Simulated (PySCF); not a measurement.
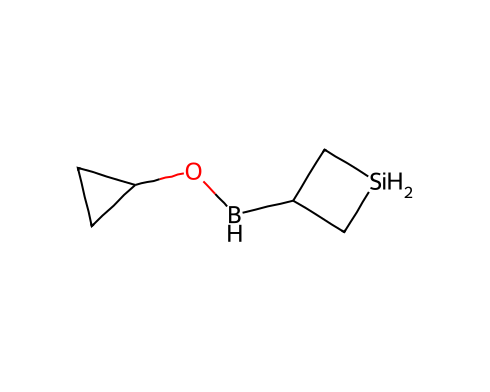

Computed geometry: GFN2-xTB optimisation. No frequency run is at hand to confirm it as a minimum. Method: PBE0/pcSseg-1, gas phase (PySCF 2.14.0).

**Estimate the dipole moment.**

1.49 D.

**What is the HOMO energy (Kohn–Sham orbital)?**

−7.40 eV.

**What is the LUMO energy (Kohn–Sham orbital)?**

0.01 eV.

The geometry is semi-empirical. Around B, Si such bond lengths and angles can be off by a tenth of an ångström or more and by several degrees, and values that hang on the shape move with them.
